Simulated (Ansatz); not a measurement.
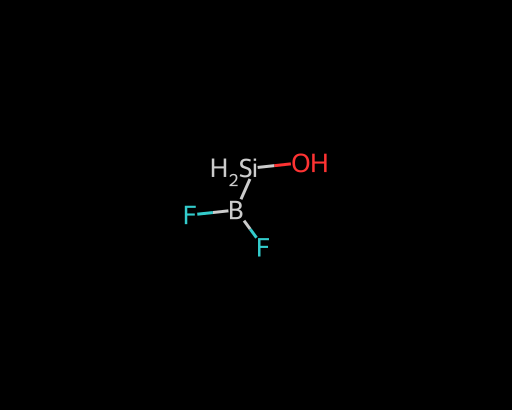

A structural formula.

Transcribe the drawing into SMILES.

O[SiH2]B(F)F

What is the molecular formula?

BF2H3OSi.

An optimisation with PBE0-D4/def2-TZVP gave a structure of which point group?

C1. Other conformers may differ.

The parts below concern this one geometry. Atoms keep their numbers from picture to picture. Computed geometry: PBE0-D4/def2-TZVP optimisation.

**Shape**

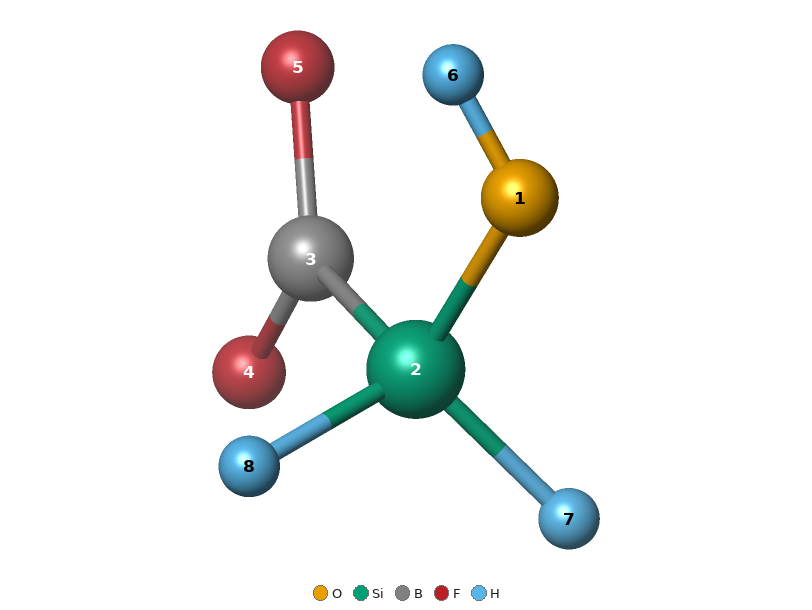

How are the neighbours of atom 3 arranged?

B3 has 3 neighbours (Si2 at 2.04, F4 at 1.32, F5 at 1.32 Å); the arrangement is trigonal planar.

How are the neighbours of atom 1 arranged?

O1 has 2 neighbours (Si2 at 1.65, H6 at 0.96 Å); the arrangement is bent.

What is the geometry at Si2?

Si2 has 4 neighbours (O1 at 1.65, B3 at 2.04, H7 at 1.48, H8 at 1.49 Å); the arrangement is tetrahedral.

What is the dihedral angle O1–Si2–B3–F4?

169° in size, that is anti.

**Vibrations**

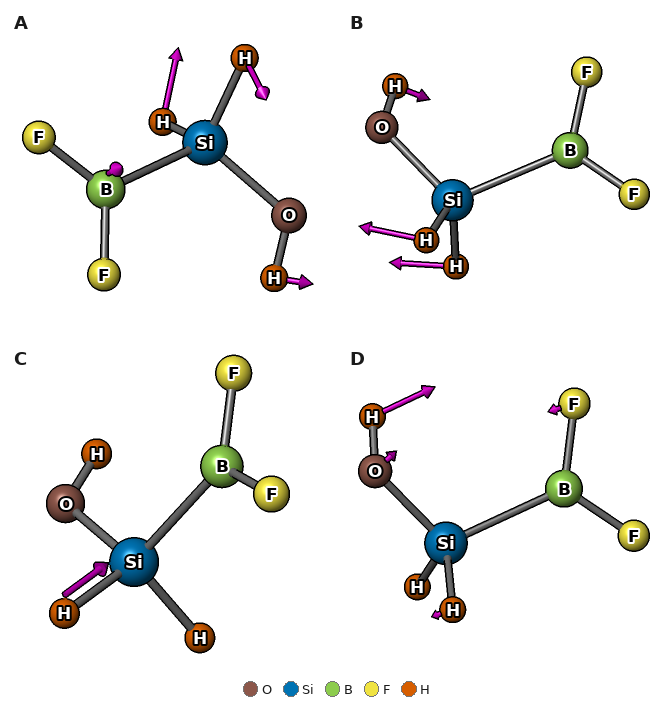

4 normal modes of one molecule or complex, as arrows. Harmonic vibrations computed with RKS PBE0-D4/def2-TZVP (Ansatz 0.2.0) at a stationary point of the same level.

Match the panels to the wavenumbers 102 cm⁻¹, 638 cm⁻¹, 887 cm⁻¹, 2247 cm⁻¹.

A: 638 cm⁻¹, angle bending
B: 887 cm⁻¹, angle bending
C: 2247 cm⁻¹, Si–H stretching
D: 102 cm⁻¹

**Electronic properties**

Method: RKS BHLYP-D4/def2-TZVPP (Ansatz 0.2.0).

What does the calculation give?

- HOMO energy (Kohn–Sham orbital): −9.95 eV
- LUMO energy (Kohn–Sham orbital): −0.08 eV
- HOMO–LUMO gap: 9.86 eV
- dispersion correction: −16.3 kJ/mol

**Thermal motion**

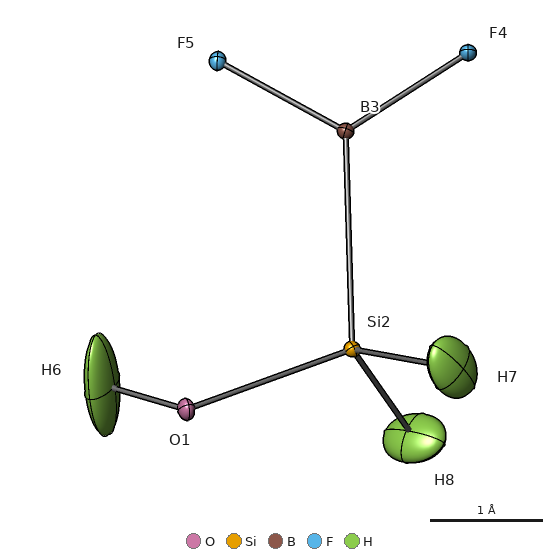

Displacement ellipsoids at the 50 % level, from the internal vibrations of the free molecule (harmonic, no overall translation or rotation; no half-axis is drawn under 0.075 Å). Vibrations computed with RKS PBE0-D4/def2-TZVP (Ansatz 0.2.0). Temperature: 0 K (zero-point motion alone).

Give the displacement parameters, one line for each set of equivalent atoms.

| atom | U_eq (Å²) | rms amplitudes (Å) |
| --- | --- | --- |
| O1 | 0.0038 | 0.031, 0.066, 0.078 |
| Si2 | 0.0013 | 0.024, 0.034, 0.048 |
| B3 | 0.0020 | 0.039, 0.043, 0.053 |
| F4 | 0.0026 | 0.030, 0.047, 0.068 |
| F5 | 0.0025 | 0.030, 0.055, 0.060 |
| H6 | 0.0484 | 0.080, 0.174, 0.329 |
| H7 | 0.0267 | 0.091, 0.159, 0.216 |
| H8 | 0.0274 | 0.092, 0.158, 0.220 |
